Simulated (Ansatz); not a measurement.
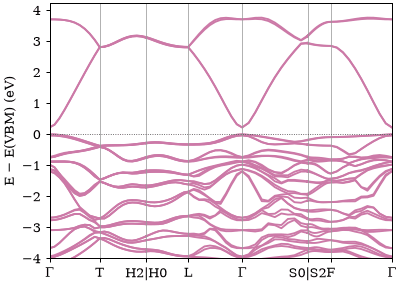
Fig. 1. Band structure from the program Ansatz at the r²SCAN with spin–orbit coupling level (PAW)

Read off the gap and where the band edges lie.

About 0.2 eV (0.22 eV by a search for the band edges); maximum at Γ, minimum at Γ.

The material is ZnPbO3 in space group R3c (No. 161; Zn on 6a, Pb on 6a, O on 18b).

The first step of the workflow began from a Materials Project structure, measured or hypothetical; the Crystallography Open Database copy checked does not list it. With Zn and Pb taken as one species the cell has the higher symmetry R-3c, so it may be an ordered model of a mixed-site phase. Its standing as an ambient phase is unchecked. The r²SCAN relaxation kept the symmetry of its start; of distortions, only those at the zone centre were tested.

Potentials: the later of the program's two PAW sets.
